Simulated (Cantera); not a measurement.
Charge: 1 mol SiH₄, 0.02 mol HCl, a varied amount of H₂, equilibrated at 2425 K and 0.00820 bar.

These are equilibrium values from Cantera (NASA tables, ideal gas, pure condensed phases), not measurements of a reactor. Candidate condensed phases: Si; 19 gas species. The tables' values for SiCl are old estimates; treat these amounts as uncertain. Gases not in the tables: Si₂H₆ and higher silanes. Rates play no part.

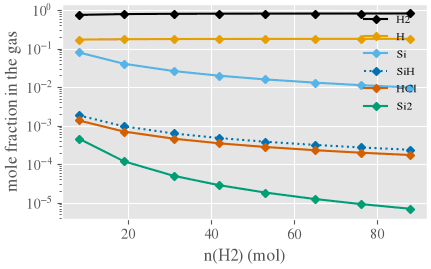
Figure: Equilibrium gas composition (values under 1e-9 drawn at 1e-9)

Problem. Read off the mole fractions at 19 mol H₂.

Solution. H₂ about 0.78, H about 0.17, Si about 0.040, SiH about 0.00096, HCl about 0.00070, Si₂ about 0.00012.
